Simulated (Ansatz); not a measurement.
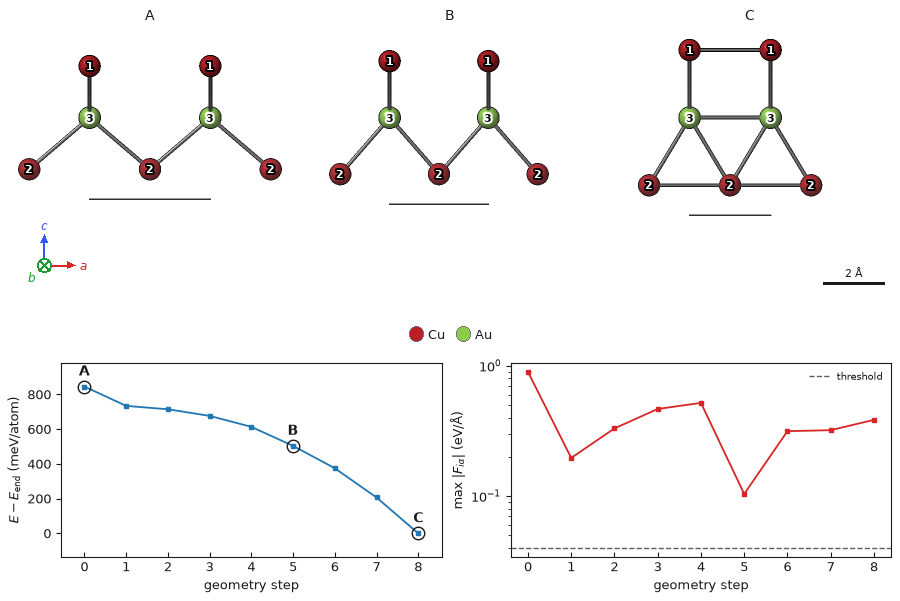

Frames of a relaxation of a free-standing layer of Cu$_{2}$Au (a generated structure, set up in P-4m2) (coarse preliminary run), marked on the history of the run. The picture is a ball-and-stick view of the cell of the calculation, outlined in the plane, without the vacuum, seen along the b axis.

All numbers below come from DFT PBE, scalar-relativistic, plane waves, PAW in Ansatz. Settings: plane-wave cutoff 420 eV; k-point mesh 4 × 4 × 1; occupations gaussian; smearing width 0.1 eV; no spin polarisation; cell and atoms relaxed; force threshold 0.04 eV/Å; at most 70 steps.

**Describe the path.**

The run failed before the relaxation converged. After 8 geometry steps the energy has fallen by 846 meV per atom. The largest force component goes from 0.9 to 0.38 eV/Å. The largest moves, 0.53 Å, are those of Cu1 and Cu2. Cu1 goes along the normal (+c). Au stays in place. In the plane the drawn cell goes a 4.013 → 2.693 Å (−32.9 %), b 4.013 → 2.693 Å (−32.9 %). Among the contacts that change: Au3–Au3 4.013 → 2.693 Å, Cu1–Cu1 4.013 → 2.693 Å, Cu1–Au3 2.640 → 2.620 Å. Bond angles that change, for instance: Cu1–Au3–Cu1 98.9° → 61.8°, Au3–Cu1–Au3 98.9° → 61.8°, Cu1–Au3–Cu2 115.0° → 137.4°. The program noted that it reset the height of the cell. From step 0 to 5: Cu atoms move most (0.16 Å), energy −342 meV per atom. From step 5 to 8: Cu atoms move most (0.37 Å), energy −504 meV per atom.

| step | E − E(0), meV/atom | largest force component, eV/Å |
| --- | --- | --- |
| 0 | 0.00 | 0.8974 |
| 1 | -111.50 | 0.1964 |
| 2 | -130.91 | 0.3305 |
| 3 | -169.04 | 0.4659 |
| 4 | -232.26 | 0.5188 |
| 5 | -341.79 | 0.1039 |
| 6 | -470.75 | 0.3148 |
| 7 | -639.14 | 0.3204 |
| 8 | -845.71 | 0.3845 |

Limits of the set-up: the k-point mesh is coarse for a cell with partly filled bands.
